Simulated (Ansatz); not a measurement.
Run report: SiO, geometry relaxation

- system: SiO
- method: RKS PBE0-D4/def2-TZVP (Ansatz 0.2.0)

Figures and captions count atoms from 1; the log counts them from 0 in places.

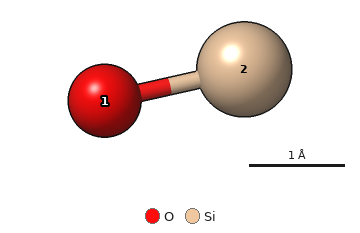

Fig. 1: The input geometry (ball-and-stick view, seen at an oblique angle; atoms are numbered from 1 in the order of the input).

The input
```yaml
crystal:
  periodic: [false, false, false]
  atoms:
    - {symbol: O, position_ang: [0.015273, -1.726342, -0.467511]}
    - {symbol: Si, position_ang: [0.509582, -1.237605, 0.887086]}
basis:
  gaussian: {orbitals: def2-TZVP}
hamiltonian: {xc: pbe0, dispersion: d4}
relax: {f_tol: 0.005, max_steps: 200}
```

Launched with:
```bash
ansatz run in.yaml --threads 2 --pin off --events-out ev --progress --plain --max-ram 4352MiB
```

What the program printed
```
Functional definition: PBE0
  name "PBE0"
  cite "Adamo & Barone, J. Chem. Phys. 110, 6158 (1999) doi:10.1063/1.478522"
  cite "Perdew, Burke & Ernzerhof, Phys. Rev. Lett. 77, 3865 (1996) doi:10.1103/PhysRevLett.77.3865"
  parent pbe
  parameter a = 0.25
  parameter kappa = 0.804
  parameter beta = 0.06672455060314922
  exchange = (1 - a)*pbe_x(kappa = kappa, mu = beta*pi^2/3) + a*exact_x
  correlation = pbe_c(beta = beta)
419 factors; their error is unknown
mean field evaluation 1: about -9911.5334 eV, gradient 6.7e1 eV
mean field evaluation 2: about -9807.0308 eV, gradient 1.9e2 eV
mean field evaluation 4: about -9920.0605 eV, gradient 3.7e0 eV
mean field evaluation 8: about -9920.0897 eV, gradient 8.6e-3 eV
mean field evaluation 16: about -9920.1283 eV, gradient 3.4e-6 eV
mean field -9920.12831054 eV, -364.5579913080 hartree, gradient 3.4e-6 eV, S^2 0.000000; 0 other end points of the search recorded, 0 dependent functions left out
the calculation of the forces begins
reference -9920.12833003 eV, -364.5579920241 hartree; 11, 11 occupied and 57, 57 virtual orbitals, 419 factors
relax step   1: F+E_penalty+E_count = -9920.14666366 eV  Δ(F+E_penalty+E_count) = +0.000e0 eV  max|allowed force component| = 7.192e-1 eV/Å  Δτ_max = 0.0000 Å  (26 SCF iters, accepted)
these checks for a lower state are left out or cut short: starts, cluster_reference, orbital_swaps, neighbouring_geometries, increment
419 factors; their error is unknown
mean field -9920.13270531 eV, -364.5581528127 hartree, gradient 1.1e-5 eV, S^2 0.000000; 0 other end points of the search recorded, 0 dependent functions left out
the calculation of the forces begins
reference -9920.13272480 eV, -364.5581535288 hartree; 11, 11 occupied and 57, 57 virtual orbitals, 419 factors
relax step   2: F+E_penalty+E_count = -9920.15106968 eV  Δ(F+E_penalty+E_count) = -4.406e-3 eV  max|allowed force component| = 3.417e-1 eV/Å  Δτ_max = 0.0037 Å  (27 SCF iters, accepted)
these checks for a lower state are left out or cut short: starts, cluster_reference, orbital_swaps, neighbouring_geometries, increment
419 factors; their error is unknown
mean field evaluation 32: about -9920.1339 eV, gradient 1.1e-5 eV
mean field -9920.13393396 eV, -364.5581979649 hartree, gradient 1.1e-5 eV, S^2 0.000000; 0 other end points of the search recorded, 0 dependent functions left out
the calculation of the forces begins
reference -9920.13395345 eV, -364.5581986809 hartree; 11, 11 occupied and 57, 57 virtual orbitals, 419 factors
relax step   3: F+E_penalty+E_count = -9920.15230849 eV  Δ(F+E_penalty+E_count) = -1.239e-3 eV  max|allowed force component| = 9.686e-3 eV/Å  Δτ_max = 0.0033 Å  (28 SCF iters, accepted)
these checks for a lower state are left out or cut short: starts, cluster_reference, orbital_swaps, neighbouring_geometries, increment
419 factors; their error is unknown
mean field -9920.13393523 eV, -364.5581980115 hartree, gradient 6.5e-6 eV, S^2 0.000000; 0 other end points of the search recorded, 0 dependent functions left out
the calculation of the forces begins
reference -9920.13395471 eV, -364.5581987275 hartree; 11, 11 occupied and 57, 57 virtual orbitals, 419 factors
relax step   4: F+E_penalty+E_count = -9920.15230944 eV  Δ(F+E_penalty+E_count) = -9.477e-7 eV  max|allowed force component| = 1.533e-3 eV/Å  Δτ_max = 0.0001 Å  (18 SCF iters, accepted)
```

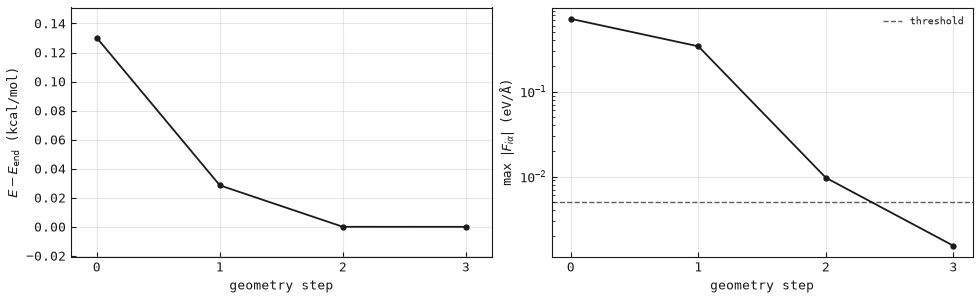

Fig. 2: Progress of the relaxation, step by step (the first geometry is step 0 here and step 1 in the log). Over 3 geometry steps the energy falls by 0.13 kcal/mol. Largest force component: 0.72 eV/Å at the start, 0.0015 eV/Å at the end. The largest moves after the best rigid fit, 0.007 Å, are those of O1 and Si2. By element the largest moves are O 0.007 Å, Si 0.007 Å. Distances before and after: O1–Si2 1.523 → 1.509 Å. (Atoms are counted from 1 in the order of the input.)

```
419 factors; their error is unknown
mean field -9920.13393523 eV, -364.5581980115 hartree, gradient 1.9e-5 eV, S^2 0.000000; 1 other end points of the search recorded, 0 dependent functions left out
the calculation of the forces begins
reference -9920.13395471 eV, -364.5581987275 hartree; 11, 11 occupied and 57, 57 virtual orbitals, 419 factors
Total energy: -9920.15232892 eV, -364.5588739670 hartree
Atom 0 at     0.017507    -1.724133    -0.461389 Å, force     0.000559     0.000553     0.001533 eV/Å
Atom 1 at     0.507348    -1.239814     0.880964 Å, force    -0.000559    -0.000553    -0.001533 eV/Å
Dipole moment:     0.206269     0.203944     0.565257 e Å
```

Trajectory as extended XYZ (Å, eV, eV/Å), 4 frames, from step=1 to step=4
```
2
Properties=species:S:1:pos:R:3:forces:R:3 step=1 energy=-9920.14666
O     0.0153   -1.7263   -0.4675    0.2624   0.2595   0.7192
Si    0.5096   -1.2376    0.8871   -0.2624  -0.2595  -0.7192
2
Properties=species:S:1:pos:R:3:forces:R:3 step=2 energy=-9920.15107
O     0.0165   -1.7252   -0.4642    0.1247   0.1233   0.3417
Si    0.5084   -1.2388    0.8838   -0.1247  -0.1233  -0.3417
2
Properties=species:S:1:pos:R:3:forces:R:3 step=3 energy=-9920.15231
O     0.0175   -1.7241   -0.4613   -0.0035  -0.0035  -0.0097
Si    0.5073   -1.2398    0.8809    0.0035   0.0035   0.0097
2
Properties=species:S:1:pos:R:3:forces:R:3 step=4 energy=-9920.15231
O     0.0175   -1.7241   -0.4614    0.0006   0.0006   0.0015
Si    0.5073   -1.2398    0.8810   -0.0006  -0.0006  -0.0015
```

Summary

- outcome: converged
- total energy: −9920.1523 eV
- mean-field energy: −9920.1340 eV
- dispersion energy: −0.0184 eV
- SCF solution under orbital rotations: stable
- largest force (length of the vector) at the end: 0.002 eV/Å
- dipole moment: 3.05 D
- hardware: 2 threads of Arm Neoverse V1, 23 GiB of memory available, shared host
- wall time: 1.9 s (CPU time 3.5 s)
- peak memory: 0.31 GiB
